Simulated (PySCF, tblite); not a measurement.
# C11H11F3O3S: electronic excitations, NMR shifts

Wanted: electronic excitations, NMR shifts for C11H11F3O3S (`CC(C)(C(=O)c1ccccc1)S(=O)(=O)C(F)(F)F`).

Programs: tblite 0.8.0 and PySCF 2.14.0, with routines of our own; each step states its level. All values are computed. Atoms count from 0.

### 1 The starting structure

29 atoms, charge 0, multiplicity 1; geometry from: force field, distance geometry or constructed start.

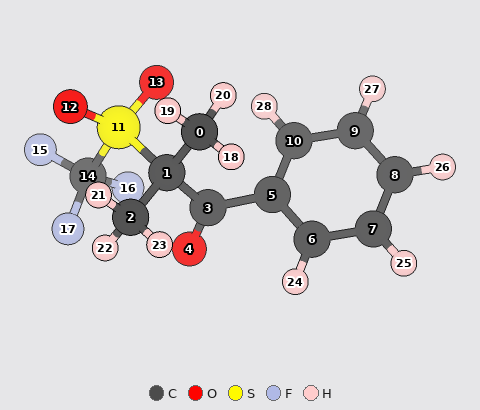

The starting geometry (carbon dark grey, oxygen red, sulfur yellow, fluorine light blue, hydrogen pink).

### 2 Relaxing the molecule with GFN2-xTB

The job: settings as JSON, then the geometry in Å.

```
{"job": {"kind": "relax", "xc": "GFN2-xTB", "basis": "xTB"}, "charge": 0, "multiplicity": 1}
C     -0.604700    -1.857700     0.254300
C     -1.233800    -0.493900    -0.120200
C     -2.211000    -0.757800    -1.268600
C     -0.228300     0.554000    -0.583300
O     -0.592800     1.583300    -1.129600
C      1.226000     0.334200    -0.443700
C      1.990900     0.259100    -1.615600
C      3.372900     0.066100    -1.528700
C      3.987800    -0.040500    -0.283000
C      3.223800     0.063200     0.885900
C      1.844200     0.257400     0.807200
S     -2.095900     0.167400     1.329900
O     -3.266400    -0.677400     1.541600
O     -1.109600     0.241000     2.404600
C     -2.643900     1.869100     0.903000
F     -3.580100     2.313300     1.798300
F     -1.628700     2.773700     0.949600
F     -3.225500     1.945100    -0.323200
H     -0.018500    -2.261600    -0.569100
H     -1.384400    -2.588800     0.501900
H      0.039400    -1.792100     1.134600
H     -2.992500    -1.474500    -0.986800
H     -2.721800     0.157500    -1.595000
H     -1.694300    -1.162700    -2.145000
H      1.517900     0.357600    -2.585900
H      3.960100     0.000400    -2.434800
H      5.061900    -0.181800    -0.219300
H      3.713300     0.002600     1.856300
H      1.282100     0.360800     1.729400
```

Started as:

```sh
$ OMP_NUM_THREADS=1 python large_run.py task.json out
```

One launch serves the whole session: the jobs run in the order shown.

The program printed:

```text
step      E/eV     max force
  0   -1598.65147    3.061
  1   -1598.91279    1.271
  2   -1598.96140    0.874
  3   -1598.98912    0.459
  4   -1599.00460    0.244
  5   -1599.01347    0.212
  6   -1599.02131    0.197
  7   -1599.02958    0.245
  8   -1599.03593    0.180
  9   -1599.04125    0.161
 10   -1599.04596    0.171
 11   -1599.05088    0.147
 12   -1599.05648    0.162
 13   -1599.06250    0.199
 14   -1599.06818    0.185
 15   -1599.07220    0.126
 16   -1599.07439    0.084
 17   -1599.07577    0.078
 18   -1599.07712    0.092
 19   -1599.07836    0.074
 20   -1599.07932    0.058
 21   -1599.08008    0.051
 22   -1599.08083    0.058
 23   -1599.08173    0.075
 24   -1599.08279    0.070
 25   -1599.08399    0.066
 26   -1599.08529    0.078
 27   -1599.08659    0.096
 28   -1599.08782    0.097
 29   -1599.08893    0.075
 30   -1599.08991    0.060
 31   -1599.09076    0.058
 32   -1599.09145    0.053
 33   -1599.09201    0.052
 34   -1599.09254    0.044
 35   -1599.09310    0.045
 36   -1599.09371    0.055
 37   -1599.09429    0.054
 38   -1599.09481    0.044
 39   -1599.09524    0.043
 40   -1599.09562    0.043
 41   -1599.09599    0.049
 42   -1599.09640    0.049
 43   -1599.09683    0.038
 44   -1599.09720    0.039
 45   -1599.09752    0.041
 46   -1599.09782    0.045
 47   -1599.09815    0.041
 48   -1599.09852    0.037
 49   -1599.09891    0.039
 50   -1599.09935    0.051
 51   -1599.09973    0.053
 52   -1599.10010    0.037
 53   -1599.10031    0.025
 54   -1599.10045    0.021
 55   -1599.10059    0.025
 56   -1599.10077    0.030
 57   -1599.10094    0.023
 58   -1599.10107    0.024
 59   -1599.10117    0.023
 60   -1599.10128    0.022
 61   -1599.10140    0.022
 62   -1599.10152    0.023
 63   -1599.10160    0.018
```

Wall time 0.85 s (1 thread of AMD EPYC 9R45, shared host); peak memory 0.18 GiB.

Relaxation path:

```
step  energy from step 0 (eV)  largest force (eV/Å)
   0                   0.0000                3.0606
   1                  -0.2613                1.2700
   2                  -0.3099                0.8745
   3                  -0.3376                0.4594
   4                  -0.3531                0.2445
   5                  -0.3620                0.2118
   6                  -0.3698                0.1968
   7                  -0.3781                0.2450
   8                  -0.3845                0.1804
  12                  -0.4050                0.1626
  17                  -0.4243                0.0782
  21                  -0.4286                0.0513
  26                  -0.4338                0.0775
  31                  -0.4393                0.0578
  35                  -0.4416                0.0448
  40                  -0.4442                0.0429
  45                  -0.4461                0.0404
  49                  -0.4474                0.0398
  54                  -0.4490                0.0207
  59                  -0.4497                0.0230
  60                  -0.4498                0.0219
  61                  -0.4499                0.0224
  62                  -0.4500                0.0232
  63                  -0.4501                0.0182
```

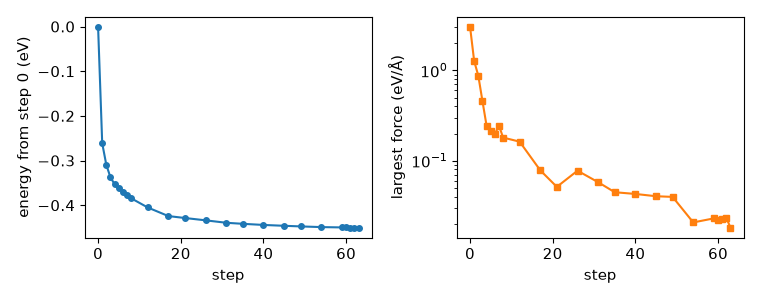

Energy and largest force along the relaxation.

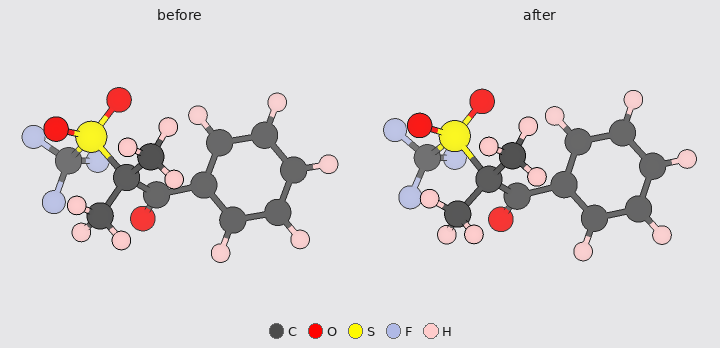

Before and after, at one scale.

Distances of close pairs at the start and the end, largest changes first:

```
   bond  before (Å)  after (Å)  change (Å)
S11–C14       1.838      1.919      +0.081
 C1–S11       1.812      1.858      +0.046
C14–F15       1.369      1.329      -0.041
C14–F16       1.361      1.324      -0.036
  C0–C1       1.548      1.516      -0.032
C14–F17       1.359      1.328      -0.031
S11–O12       1.459      1.428      -0.031
S11–O13       1.461      1.430      -0.031
```

The final coordinates are the input of the step that follows.

### 3 Electronic excitations: TDA PBE0/6-31G*

The job: settings as JSON, then the geometry in Å.

```
{"job": {"kind": "uv", "basis": "6-31G*", "grid": 1, "kgrid": 0, "vcut": 1.5, "nstates": 6, "ntriplets": 2, "tda": true, "delta": ["ip_vertical"], "pop": true, "xc": "PBE0"}, "charge": 0, "multiplicity": 1}
C     -0.550070    -1.848562     0.218710
C     -1.175545    -0.550177    -0.251928
C     -2.279293    -0.763094    -1.271839
C     -0.216722     0.550147    -0.691673
O     -0.660971     1.543633    -1.216504
C      1.235947     0.330141    -0.497698
C      2.050287     0.279634    -1.625892
C      3.411148     0.076356    -1.487970
C      3.969426    -0.043180    -0.226102
C      3.164630     0.046227     0.898329
C      1.798134     0.222438     0.771033
S     -1.989320     0.132678     1.272996
O     -3.140390    -0.654747     1.581760
O     -1.007446     0.328484     2.294062
C     -2.668822     1.895616     0.937723
F     -3.534406     2.147408     1.913732
F     -1.703183     2.800174     0.989497
F     -3.308587     2.002037    -0.221299
H      0.077357    -2.272873    -0.563507
H     -1.337836    -2.557332     0.465701
H      0.054914    -1.688626     1.106784
H     -3.151849    -1.188641    -0.781025
H     -2.556367     0.178383    -1.741170
H     -1.941141    -1.449983    -2.045783
H      1.605441     0.387449    -2.603829
H      4.035127     0.019906    -2.367097
H      5.032710    -0.198264    -0.120272
H      3.602350    -0.024288     1.882246
H      1.172532     0.315826     1.645830
```

Level: TDA PBE0/6-31G*, vertical, gas phase, core orbitals frozen in the response, virtual orbitals cut by energy.

The program printed:

```text
start: PBE on a coarse grid of 25474 points
cycle   1  E = -1347.3623674063  dE =  3.622e+00  |g| = 1.812e+00  |ddm| = 5.891e+00
cycle   2  E = -1341.7386898746  dE =  5.624e+00  |g| = 5.217e+00  |ddm| = 7.855e+00
cycle   3  E = -1347.7708596766  dE = -6.032e+00  |g| = 9.925e-01  |ddm| = 7.156e+00
cycle   4  E = -1347.9620318970  dE = -1.912e-01  |g| = 4.655e-01  |ddm| = 1.469e+00
cycle   5  E = -1347.9859230628  dE = -2.389e-02  |g| = 3.223e-01  |ddm| = 7.379e-01
cycle   6  E = -1348.0069995224  dE = -2.108e-02  |g| = 6.526e-02  |ddm| = 3.231e-01
cycle   7  E = -1348.0078623429  dE = -8.628e-04  |g| = 2.384e-02  |ddm| = 9.240e-02
cycle   8  E = -1348.0079753433  dE = -1.130e-04  |g| = 1.238e-02  |ddm| = 3.531e-02
cycle   9  E = -1348.0080134167  dE = -3.807e-05  |g| = 3.190e-03  |ddm| = 1.529e-02
final grid: 111555 points
cycle  10  E = -1347.9133686503  dE = -8.617e-03  |g| = 1.176e-01  |ddm| = 6.087e-01
cycle  11  E = -1347.9074138858  dE =  5.955e-03  |g| = 2.128e-01  |ddm| = 2.784e-01
cycle  12  E = -1347.9160491119  dE = -8.635e-03  |g| = 2.491e-02  |ddm| = 1.886e-01
cycle  13  E = -1347.9161657702  dE = -1.167e-04  |g| = 6.818e-03  |ddm| = 2.433e-02
cycle  14  E = -1347.9161718538  dE = -6.084e-06  |g| = 2.423e-03  |ddm| = 7.776e-03
cycle  15  E = -1347.9161716749  dE =  1.789e-07  |g| = 1.058e-03  |ddm| = 3.033e-03
cycle  16  E = -1347.9161713759  dE =  2.989e-07  |g| = 1.694e-04  |ddm| = 1.088e-03
cycle  17  E = -1347.9161724966  dE = -1.121e-06  |g| = 6.449e-05  |ddm| = 2.446e-04
converged SCF energy = -1347.9161724966
Vertical ionisation energy (delta-SCF) = 9.1924 eV   <S^2> = 0.767

Static polarisability (au): isotropic 130.597, principal 93.832 127.597 170.362

Singlet excitations
state   eV       nm        f      main configurations
  1   4.0026    309.8   0.00291   H-2->L 0.54, H->L 0.36
  2   4.9055    252.7   0.00929   H-1->L 0.91
  3   4.9445    250.8   0.11850   H->L 0.54, H-2->L 0.40
  4   5.8868    210.6   0.02757   H-3->L 0.90
  5   5.9007    210.1   0.01043   H-1->L+2 0.40, H->L+1 0.37
  6   6.2959    196.9   0.00408   H-2->L+2 0.30, H-2->L+1 0.25, H->L+2 0.23

Triplet excitations (Tamm-Dancoff, eV): 3.3708 3.9765
```

It took 54 s on 1 thread of AMD EPYC 9R45, shared host; peak memory 0.62 GiB.

Frontier orbitals and where they lie:

```
orbital     eV                        atoms
 HOMO−4  -9.19  O12 41 %, O13 37 %, S11 6 %
 HOMO−3  -8.64  O13 22 %, O12 16 %, C1 13 %
 HOMO−2  -7.83    O4 36 %, C5 12 %, C1 12 %
 HOMO−1  -7.60   C10 28 %, C7 28 %, C6 19 %
   HOMO  -7.51    C5 25 %, C8 24 %, O4 20 %
   LUMO  -1.69     C3 35 %, O4 25 %, C8 6 %
 LUMO+1  -0.30    C9 29 %, C6 28 %, C7 17 %
 LUMO+2  -0.16    C5 21 %, C8 21 %, C7 12 %
 LUMO+3   0.38  S11 29 %, C14 21 %, C1 11 %
```

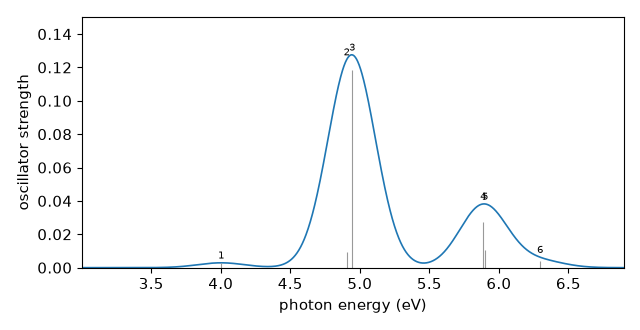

Absorption spectrum from the 6 singlet states computed; above the last one it falls off for lack of states. Lines are broadened to a width of 0.40 eV (Gaussian).

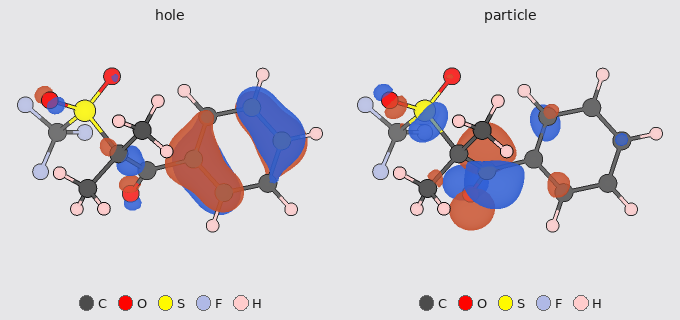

Leading natural transition orbitals of singlet state 3: the electron leaves the hole (left) for the particle orbital (right).

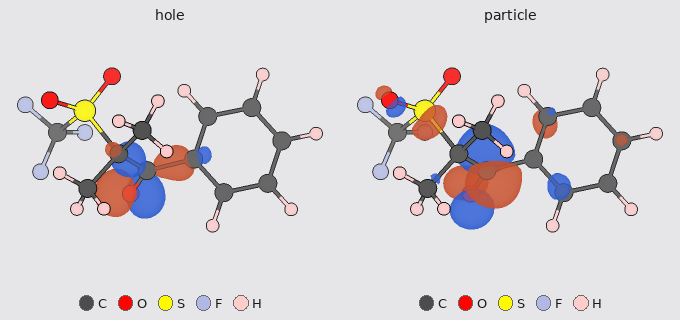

Leading natural transition orbitals of singlet state 1: the electron leaves the hole (left) for the particle orbital (right).

Ground-state properties from the same run:

```
           property  computed
  dipole moment (D)      4.63
polarisability (Å³)     19.35
 HOMO–LUMO gap (eV)      5.82
      −ε(HOMO) (eV)      7.51
```

Orbitals, density, ELF and potential are computed afterwards from the orbital file.

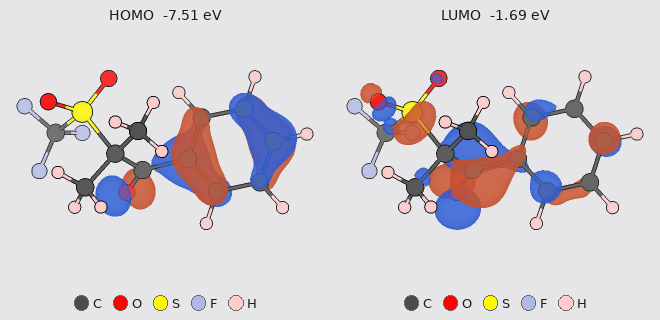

PBE0/6-31G* orbitals near the gap, drawn at the value that encloses 70 % of each; the two colours are the two signs.

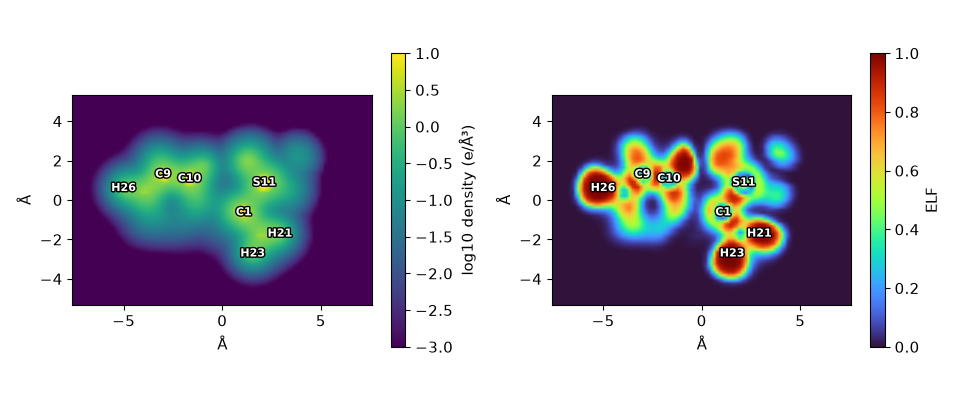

Density (left) and ELF (right) in a plane through or near 7 of the atoms.

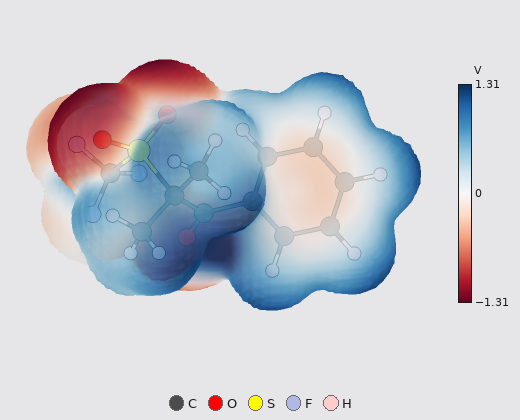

The potential that a unit positive charge feels on the 0.002 e/bohr³ surface, from the 1st to the 99th percentile, from -1.31 V near O12 to 1.24 V near H18.

### 4 NMR shifts: GIAO KT3/pcSseg-1

Settings changed since step 3:

```diff
@@ -1,2 +1,2 @@
-{"job": {"kind": "uv", "basis": "6-31G*", "grid": 1, "kgrid": 0, "vcut": 1.5, "nstates": 6, "ntriplets": 2, "tda": true, "delta": ["ip_vertical"], "pop": true, "xc": "PBE0"}, "charge": 0, "multiplicity": 1}
+{"job": {"kind": "nmr", "xc": "KT3", "basis": "pcSseg-1", "pop": false}, "charge": 0, "multiplicity": 1}
 C     -0.550070    -1.848562     0.218710
```

With the program's defaults for keys left out, this is: GIAO KT3/pcSseg-1 NMR shielding, non-relativistic, gas phase.

The program printed:

```text
start: PBE on a coarse grid of 25474 points
cycle   1  E = -1346.9568318264  dE =  3.600e+00  |g| = 1.837e+00  |ddm| = 5.578e+00
cycle   2  E = -1341.2982255365  dE =  5.659e+00  |g| = 5.332e+00  |ddm| = 8.295e+00
cycle   3  E = -1347.3624917907  dE = -6.064e+00  |g| = 9.840e-01  |ddm| = 7.651e+00
cycle   4  E = -1347.5329939414  dE = -1.705e-01  |g| = 5.029e-01  |ddm| = 1.543e+00
cycle   5  E = -1347.5610822983  dE = -2.809e-02  |g| = 3.333e-01  |ddm| = 8.101e-01
cycle   6  E = -1347.5825454418  dE = -2.146e-02  |g| = 6.549e-02  |ddm| = 3.308e-01
cycle   7  E = -1347.5833370190  dE = -7.916e-04  |g| = 2.713e-02  |ddm| = 9.284e-02
cycle   8  E = -1347.5834848174  dE = -1.478e-04  |g| = 1.226e-02  |ddm| = 3.697e-02
cycle   9  E = -1347.5835213733  dE = -3.656e-05  |g| = 3.638e-03  |ddm| = 1.496e-02
final grid: 235746 points
cycle  10  E = -1365.2498734216  dE = -3.519e-02  |g| = 3.452e-01  |ddm| = 8.435e-01
cycle  11  E = -1365.1884294662  dE =  6.144e-02  |g| = 6.727e-01  |ddm| = 7.946e-01
cycle  12  E = -1365.2604870974  dE = -7.206e-02  |g| = 1.744e-01  |ddm| = 7.155e-01
cycle  13  E = -1365.2661062933  dE = -5.619e-03  |g| = 4.829e-02  |ddm| = 1.998e-01
cycle  14  E = -1365.2664880350  dE = -3.817e-04  |g| = 1.648e-02  |ddm| = 5.105e-02
cycle  15  E = -1365.2665439301  dE = -5.590e-05  |g| = 4.672e-03  |ddm| = 2.048e-02
cycle  16  E = -1365.2665504297  dE = -6.500e-06  |g| = 9.503e-04  |ddm| = 5.458e-03
cycle  17  E = -1365.2665482073  dE =  2.222e-06  |g| = 6.874e-04  |ddm| = 1.878e-03
cycle  18  E = -1365.2665503126  dE = -2.105e-06  |g| = 1.918e-04  |ddm| = 7.754e-04
cycle  19  E = -1365.2665512525  dE = -9.399e-07  |g| = 5.235e-05  |ddm| = 2.323e-04
converged SCF energy = -1365.2665512525

GIAO shielding tensors (ppm)
atom      isotropic    diamagn.    paramagn.     s11        s22        s33       span
  0 C      163.684     250.582     -86.898    153.046    161.282    176.725     23.678
  1 C      103.992     263.955    -159.963     84.977     87.631    139.369     54.392
  2 C      159.995     247.712     -87.718    145.519    149.370    185.095     39.576
  3 C      -11.349     252.567    -263.916    -88.377    -36.417     90.748    179.125
  4 O     -304.026     404.523    -708.549   -870.626   -378.601    337.149   1207.775
  5 C       50.816     266.300    -215.484    -30.940     31.361    152.028    182.968
  6 C       64.749     246.735    -181.986    -32.050     54.641    171.656    203.706
  7 C       62.536     252.471    -189.935    -37.779     50.865    174.520    212.299
  8 C       60.640     251.820    -191.179    -40.068     47.487    174.502    214.570
  9 C       63.311     252.138    -188.827    -36.331     50.247    176.016    212.347
 10 C       64.331     252.548    -188.217    -26.823     37.406    182.410    209.234
 11 S      201.505    1056.137    -854.632     66.343    209.035    329.136    262.793
 12 O      127.646     397.579    -269.933     99.838    111.692    171.408     71.570
 13 O      125.123     406.627    -281.504     72.359    111.396    191.614    119.255
 14 C       53.665     253.279    -199.614     46.798     55.149     59.048     12.250
 15 F      236.704     465.788    -229.084    182.072    200.902    327.139    145.067
 16 F      226.227     478.083    -251.856    163.976    205.774    308.931    144.955
 17 F      232.362     475.556    -243.194    174.332    205.017    317.737    143.406
 18 H       30.738      33.206      -2.468     26.328     30.778     35.108      8.780
 19 H       30.221      32.045      -1.824     25.823     29.061     35.779      9.956
 20 H       29.538      34.169      -4.631     26.186     28.190     34.238      8.052
 21 H       29.733      31.777      -2.045     26.003     29.586     33.610      7.607
 22 H       28.949      33.178      -4.228     24.929     28.327     33.592      8.663
 23 H       30.516      31.547      -1.031     25.995     28.640     36.913     10.918
 24 H       24.653      34.275      -9.623     21.138     23.459     29.361      8.223
 25 H       24.315      29.156      -4.841     20.962     24.965     27.016      6.054
 26 H       24.290      28.381      -4.091     21.085     25.284     26.500      5.415
 27 H       24.293      31.099      -6.806     20.696     24.595     27.588      6.892
 28 H       23.327      36.086     -12.759     18.169     22.296     29.515     11.346
```

Run time: 18 s. Hardware: 1 thread of AMD EPYC 9R45, shared host; peak memory 0.6 GiB.

The references, computed at this level on geometries of the same kind, shield at (ppm): 1H TMS 31.76, 13C TMS 184.7, 19F CFCl3 142.4, 17O H2O 330.8. Their shielding less the atom's gives the shift. The references are single molecules in the gas phase, so shifts against H2O, NH3, PH3, H3PO4 or CFCl3 are not on the usual liquid scales and can be off by tens of ppm. Atoms listed in one row are averaged.

```
                       atoms                                                environment  σ (ppm)  δ (ppm)
                          C3                                     ketone carbonyl carbon    -11.3    196.1
                          C5                                substituted aromatic carbon     50.8    133.9
                         C14                                                 CF3 carbon     53.7    131.1
                          C8                                                aromatic CH     60.6    124.1
                      C7, C9                                                aromatic CH     62.9    121.8
                     C6, C10                                                aromatic CH     64.5    120.2
                          C1  fully substituted sp3 carbon bonded to S, α to a carbonyl    104.0     80.7
                      C0, C2                                              methyl carbon    161.8     22.9
                    H24, H28                                 hydrogen on an aromatic CH    23.99     7.77
                         H26                                 hydrogen on an aromatic CH    24.29     7.47
                    H25, H27                                 hydrogen on an aromatic CH    24.30     7.46
H18, H19, H20, H21, H22, H23                                hydrogen on a methyl carbon    29.95     1.81
                          O4                                              ketone oxygen   -304.0    634.8
                    O12, O13                                                 S=O oxygen    126.4    204.4
                         S11                                             sulfone sulfur      202        –
               F15, F16, F17                                  fluorine of an SCF3 group    231.8    -89.4
```

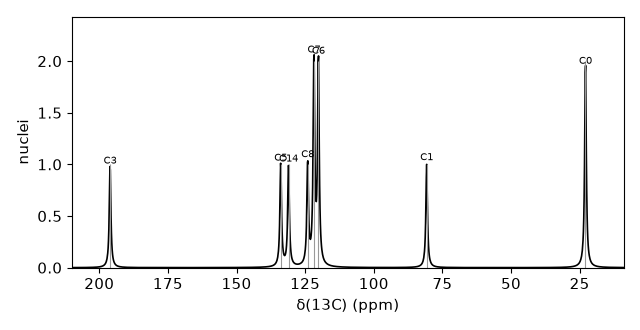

13C lines at the computed shifts, without couplings. Lines are broadened to a width of 0.69 ppm (Lorentzian).

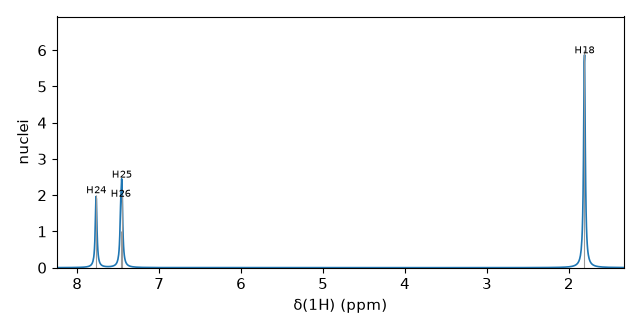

1H lines at the computed shifts, without couplings. Lines are broadened to a width of 0.02 ppm (Lorentzian).

Ring of atoms C5, C6, C7, C8, C9, C10: NICS(0) -8.8, NICS(1) -10.8, NICS(1)zz -27.4 ppm (means of both faces).

### 5 Summary of results

| quantity | value |
| --- | --- |
| lowest singlet (PBE0/6-31G*) | 4.00 eV (310 nm), f = 0.003 |
| brightest single state of those computed | state 3, 4.94 eV, f = 0.118 |
| lowest triplet | 3.37 eV |
| surface potential, 1st and 99th percentile | -1.31 V and 1.24 V |
| 13C shifts against TMS (KT3/pcSseg-1, means over atoms taken as alike) | 196.1, 133.9, 131.1, 124.1, 121.8, 120.2, 80.7, 22.9 ppm |
| 1H shifts against TMS (KT3/pcSseg-1, means over atoms taken as alike) | 7.77, 7.47, 7.46, 1.81 ppm |
| 17O shifts against H2O (KT3/pcSseg-1, means over atoms taken as alike) | 634.8, 204.4 ppm |
| 19F shifts against CFCl3 (KT3/pcSseg-1, means over atoms taken as alike) | -89.4 ppm |
| shieldings of S (KT3/pcSseg-1) | S11 201.5 ppm |

The lowest singlet, at 4.00 eV, is HOMO−2→LUMO 0.54, HOMO→LUMO 0.36 and is weak; of the 6 states computed, the strongest absorption comes from state 3 at 4.94 eV. The lowest triplet lies 0.63 eV below the lowest singlet. By nearest atom (PBE0/6-31G*), the HOMO sits on C5, C8 about 22 % each; O4 19 % and the LUMO on C3 34 %; O4 24 %. C3 (ketone carbonyl carbon) lies farthest downfield among carbon, at 196.1 ppm; the double bond to the heteroatom, with no lone-pair donor beside it, deshields it most. At KT3/pcSseg-1: Shielding is most anisotropic at O4 (span 1208 ppm, paramagnetic term -709 ppm). NICS(1)zz of -27 ppm above the planar ring from C5 marks a diatropic (aromatic) ring current.
